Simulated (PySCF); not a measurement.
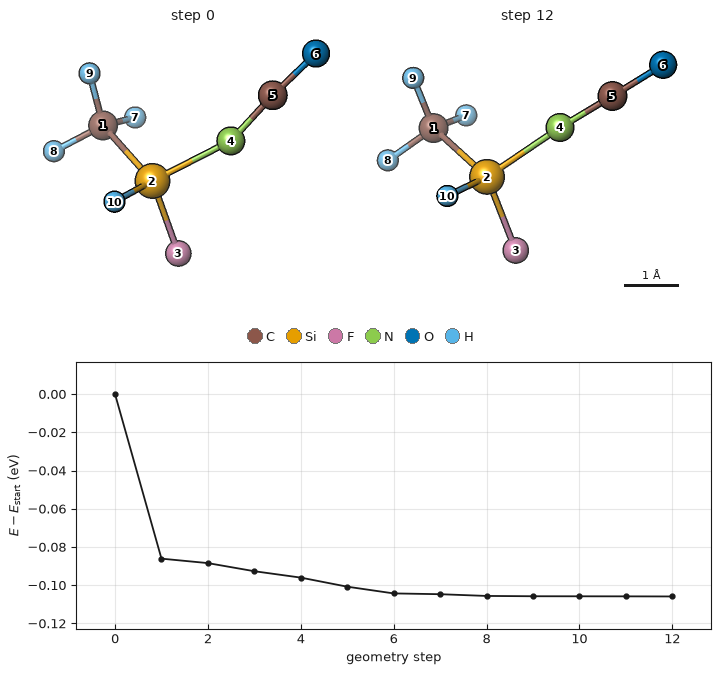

First and last geometry of a relaxation of C2H4FNOSi, with the history of the run. Style: ball-and-stick. Shown at a tilt.

The start comes from GFN2-xTB.

Level of theory: PBE0-D3(BJ)/def2-SVP geometry optimisation, gas phase (PySCF). 

### What do the curves and the structures tell?

It converged. The energy falls by 0.106 eV in 12 geometry steps. The largest move after the best rigid fit is that of O6, 0.35 Å. Largest moves by element: O 0.35 Å, N 0.28 Å, H 0.21 Å, C 0.12 Å, Si 0.09 Å, F 0.08 Å. Some distances before and after: C1–Si2 1.888 → 1.850 Å, Si2–H10 1.450 → 1.483 Å, Si2–F3 1.606 → 1.622 Å, C1–H7 1.088 → 1.101 Å. Among the angles between lasting bonds that change: Si2–N4–C5 159.7° → 176.6°, F3–Si2–N4 103.3° → 107.4°, C1–Si2–H10 117.7° → 114.2°.

```json
{"step": "0", "E − E(0), eV": "0.0000"}
{"step": "1", "E − E(0), eV": "-0.0861"}
{"step": "2", "E − E(0), eV": "-0.0884"}
{"step": "3", "E − E(0), eV": "-0.0927"}
{"step": "4", "E − E(0), eV": "-0.0960"}
{"step": "5", "E − E(0), eV": "-0.1008"}
{"step": "6", "E − E(0), eV": "-0.1043"}
{"step": "7", "E − E(0), eV": "-0.1047"}
{"step": "8", "E − E(0), eV": "-0.1056"}
{"step": "9", "E − E(0), eV": "-0.1058"}
{"step": "10", "E − E(0), eV": "-0.1058"}
{"step": "11", "E − E(0), eV": "-0.1058"}
{"step": "12", "E − E(0), eV": "-0.1059"}
```
